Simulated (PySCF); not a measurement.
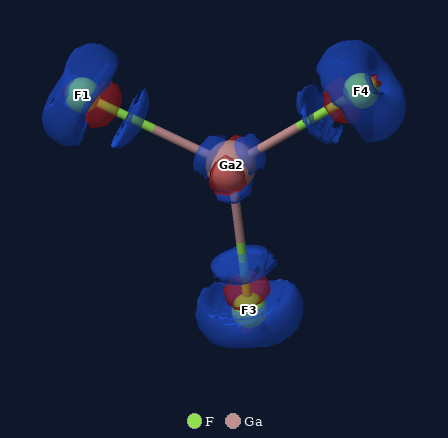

Figure 1: F3Ga, SMILES `F[Ga](F)F`. Deformation density (molecule less spherical, spin-averaged free atoms at the same positions), surfaces at ±0.15 e/Å³; blue: gain, red: loss.

Computed with PySCF, PBE/def2-TZVP, geometry: GFN2-xTB. No frequency check shows the geometry to be a minimum. GFN2-xTB bond lengths at metals and heavier atoms can be off by up to 0.1 Å and shapes distorted, which carries into these values.

**How much density has each bond gained at its critical point, relative to the free atoms?**

F1–Ga2, Ga2–F3 and Ga2–F4: +0.04 e/Å³ at the bond critical point (bond length 1.73 Å, Mayer order 1.1); up to 0.6 Å beside the axis the gain reaches +0.16 e/Å³. In all, 1.0 electrons gather in the regions of gain relative to the promolecule. A small or negative value marks a very polar bond, one between electron-rich atoms, whose free-atom densities already overlap strongly, a long bond to a heavier atom, or a closed-shell contact such as a hydrogen bond.

**Where do the Hirshfeld charges lie?**

The highest Hirshfeld charge is on Ga2 (+0.74 e), the lowest on F1, F3 and F4 (−0.25 e).

```csv
atom,charge (e)
F1,−0.25
Ga2,+0.74
F3,−0.25
F4,−0.25
```
